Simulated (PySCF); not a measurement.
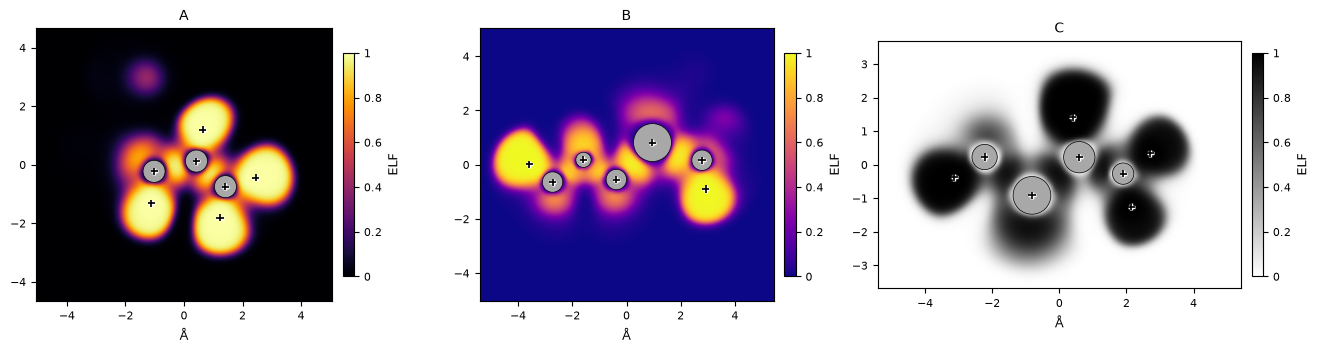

The electron localisation function of 3 systems, each on a plane through atoms (crosses mark nuclei in the plane; grey discs cover the cores).

Level of theory: PBE0/pcSseg-1, SCF density, gas phase, non-relativistic (PySCF 2.14.0).

System 1: C₄H₁₁OPSi₂, the plane of atoms C1, C2 and H11. Geometry: GFN2-xTB.

```xyz
19

C    -1.8552   -1.6475    1.0623
C    -0.8964   -0.7944    0.7474
C    -0.2464   -0.6955   -0.5897
Si   -0.6885    0.9886   -1.3955
P     0.1323    2.6741   -0.1720
Si    1.6305   -1.0264   -0.4290
C     2.2289    0.0652    1.0309
O     2.8422   -0.3437    1.9808
H    -2.2338   -2.3575    0.3448
H    -2.2970   -1.6760    2.0436
H    -0.5320   -0.0930    1.4905
H    -0.6685   -1.4655   -1.2411
H    -2.1488    1.0404   -1.5599
H    -0.0571    1.0835   -2.7166
H    -0.6823    3.6305   -0.7495
H    -0.7316    2.5046    0.8953
H     1.8906   -2.4255   -0.0944
H     2.3426   -0.6028   -1.6382
H     1.9607    1.1503    0.9826
```

System 2: CH₆BNS (SMILES CSBN), the plane of atoms B3, N4 and H9. Geometry: PBE0-D3(BJ)/def2-SVP.

```xyz
10

C     1.9412    0.1152    0.0583
S     0.4589   -0.4179    0.9619
B    -0.8663    0.0130   -0.1943
N    -2.2007   -0.2413    0.1283
H     2.8006   -0.0402    0.7241
H     1.8838    1.1800   -0.2035
H     2.0860   -0.4816   -0.8522
H    -0.5907    0.5262   -1.2544
H    -2.5018   -0.6666    0.9954
H    -2.9582   -0.0092   -0.4985
```

System 3: C₃H₁₀O₂Si₂, the plane of atoms O2, C1 and H9. Geometry: GFN2-xTB.

```yaml
atoms:
  - { symbol: C, position_ang: [3.0999, -0.7006, 0.6526] }
  - { symbol: O, position_ang: [1.7468, -0.5306, 0.9846] }
  - { symbol: C, position_ang: [1.0273, 0.2333, 0.0373] }
  - { symbol: Si, position_ang: [-0.7138, 0.3723, 0.8079] }
  - { symbol: C, position_ang: [-2.0050, 1.3330, -0.2778] }
  - { symbol: O, position_ang: [-3.0340, 0.3361, -0.3615] }
  - { symbol: Si, position_ang: [-2.4998, -1.0520, 0.3580] }
  - { symbol: H, position_ang: [3.6156, 0.2662, 0.5879] }
  - { symbol: H, position_ang: [3.5463, -1.2989, 1.4446] }
  - { symbol: H, position_ang: [3.2103, -1.2215, -0.3070] }
  - { symbol: H, position_ang: [1.0370, -0.2664, -0.9413] }
  - { symbol: H, position_ang: [1.5059, 1.2138, -0.0977] }
  - { symbol: H, position_ang: [-0.5421, 1.0542, 2.1017] }
  - { symbol: H, position_ang: [-2.4380, 2.2254, 0.1766] }
  - { symbol: H, position_ang: [-1.7004, 1.5947, -1.2943] }
  - { symbol: H, position_ang: [-2.4189, -2.1218, -0.6424] }
  - { symbol: H, position_ang: [-3.4440, -1.4250, 1.4104] }
```

> Match each panel to its system.

Panel A is system 1, C₄H₁₁OPSi₂: the plane holds C and H. C–C (1.32 Å): the ELF peaks at about 0.90 between the atoms (a short, multiple covalent bond). Panel B is system 3, C₃H₁₀O₂Si₂: the plane holds C, O, Si and H. C–O (1.40 Å): the ELF peaks at about 0.90 between the atoms, as expected for a polar covalent bond. Panel C is system 2, CH₆BNS: the plane holds C, S, B, N and H. B–N (1.40 Å): the ELF peaks at about 0.95 between the atoms, as expected for a short, strongly polar bond.
